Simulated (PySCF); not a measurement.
# NMR shielding calculation of C2H5FSi

- system: C2H5FSi, SMILES F[C@@H]1C[SiH2]1
- method: GIAO PBE0/cc-pVDZ NMR shielding, non-relativistic, gas phase (PySCF 2.14.0)

The geometry comes from this level: GFN2-xTB. Figures and captions count atoms from 1; the log counts them from 0 in places.

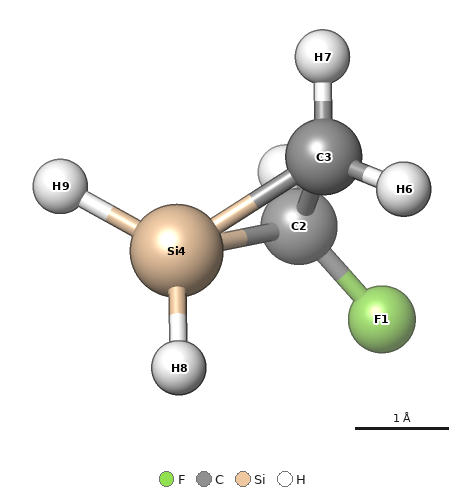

**Figure 1.** The structure as given in the input (ball-and-stick view, seen at a tilt; atoms are numbered from 1 in the order of the input). Bond lengths as drawn: C–C 1.53 Å, C–F 1.38 Å, C–H 1.08 to 1.09 Å, C–Si 1.89 to 1.90 Å and H–Si 1.45 Å.

Input file:
```
{"job": {"kind": "nmr", "xc": "PBE0", "basis": "cc-pVDZ", "pop": true}, "charge": 0, "multiplicity": 1}
F     -1.014933    -1.374215    -1.067765
C     -0.633401    -0.665712     0.047704
C     -0.437055     0.833113    -0.175461
Si     1.162924    -0.082214     0.227257
H     -1.262733    -0.973983     0.876623
H     -0.619070     1.160696    -1.189678
H     -0.919938     1.480406     0.542898
H      2.062133    -0.378858    -0.867716
H      1.675633     0.006762     1.580959
```

The first line tells a small driver script what to run in PySCF; the rest is the geometry in Å.

Run on 1 CPU thread, shared host.

Command:
```bash
OMP_NUM_THREADS=1 python <driver script> task.json out
```

Output:
```
coarse grid: 7984 points
cycle   1  E = -468.1234379502  dE =  3.860e-01  |g| = 4.857e-01  |ddm| = 5.263e+00
cycle   2  E = -468.0873034616  dE =  3.613e-02  |g| = 6.599e-01  |ddm| = 1.641e+00
cycle   3  E = -468.1712105183  dE = -8.391e-02  |g| = 3.357e-02  |ddm| = 9.267e-01
cycle   4  E = -468.1713542019  dE = -1.437e-04  |g| = 1.787e-02  |ddm| = 6.696e-02
cycle   5  E = -468.1714222756  dE = -6.807e-05  |g| = 6.071e-03  |ddm| = 3.549e-02
cycle   6  E = -468.1714316692  dE = -9.394e-06  |g| = 1.084e-03  |ddm| = 1.073e-02
final grid: 72808 points
cycle   7  E = -468.1803476656  dE = -1.041e-05  |g| = 7.975e-03  |ddm| = 3.924e-02
cycle   8  E = -468.1803274823  dE =  2.018e-05  |g| = 1.220e-02  |ddm| = 3.024e-02
cycle   9  E = -468.1803632842  dE = -3.580e-05  |g| = 3.790e-04  |ddm| = 1.799e-02
cycle  10  E = -468.1803633119  dE = -2.771e-08  |g| = 1.740e-04  |ddm| = 8.780e-04
cycle  11  E = -468.1803633172  dE = -5.385e-09  |g| = 3.576e-05  |ddm| = 2.700e-04
cycle  12  E = -468.1803633177  dE = -4.063e-10  |g| = 8.799e-06  |ddm| = 9.921e-05
```

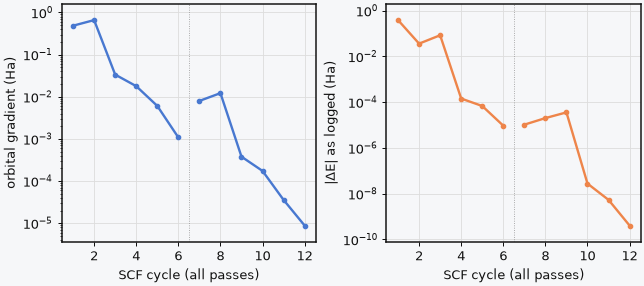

**Figure 2.** Convergence of the self-consistent field: orbital gradient and size of the energy change against the SCF cycle. The dotted line marks the change from a coarse to the final integration grid. The first 6 cycles use a coarse grid, the final grid takes over at cycle 7, and the field converges after 12 cycles in all.

```
converged SCF energy = -468.1803633177

GIAO shielding tensors (ppm)
atom      isotropic    diamagn.    paramagn.     s11        s22        s33       span
  0 F      428.398     469.843     -41.446    386.144    425.971    473.077     86.932
  1 C      125.530     243.311    -117.781     60.191    101.657    214.741    154.550
  2 C      195.163     248.618     -53.455    165.434    197.144    222.911     57.477
  3 Si     547.867     884.031    -336.164    455.720    471.655    716.226    260.506
  4 H       26.511      29.810      -3.299     22.364     26.552     30.619      8.255
  5 H       30.803      30.055       0.748     26.750     27.196     38.464     11.714
  6 H       30.887      30.095       0.792     26.003     26.672     39.984     13.981
  7 H       28.918      30.175      -1.257     23.795     26.953     36.005     12.209
  8 H       29.252      30.124      -0.872     24.034     26.328     37.395     13.360
```

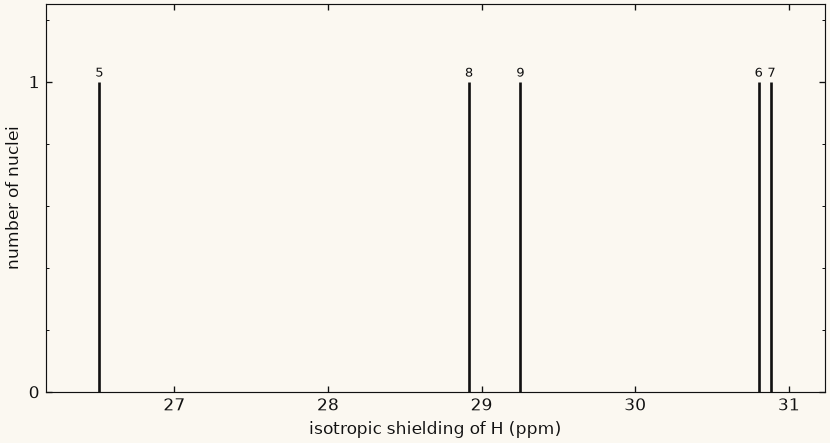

**Figure 3.** Isotropic shieldings of the hydrogen nuclei in this fixed geometry, labelled by atom number; shielding grows to the right, so chemical shift grows to the left. The least shielded is H5 (26.5 ppm), the most shielded H7 (30.9 ppm).

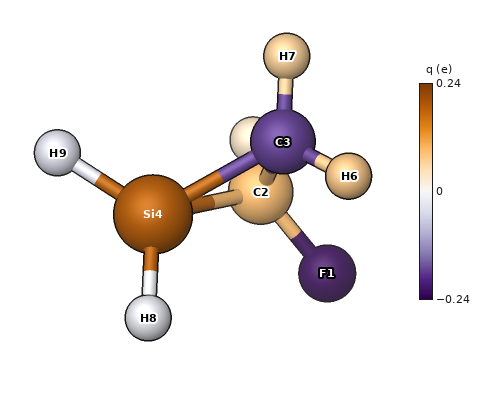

**Figure 4.** Mulliken charges, as the colour of each atom (ball-and-stick view, seen at a tilt; atoms are numbered from 1 in the order of the input). By element: F −0.23, C −0.17 to +0.09, Si +0.19 and H −0.03 to +0.07 e.

Key numbers:

| quantity | value |
| --- | --- |
| outcome | converged |
| total energy | −468.180363 hartree |
| HOMO | −6.84 eV |
| LUMO | 0.35 eV |
| dipole moment | 1.65 D |
| isotropic shielding, F | 428.4 ppm |
| isotropic shielding, C | 125.5 to 195.2 ppm |
| isotropic shielding, Si | 547.9 ppm |
| isotropic shielding, H | 26.5 to 30.9 ppm |
| wall time | 14 s |
| peak memory | 0.45 GiB |

Remarks:

Settings chosen away from the usual ones: PBE0/cc-pVDZ.
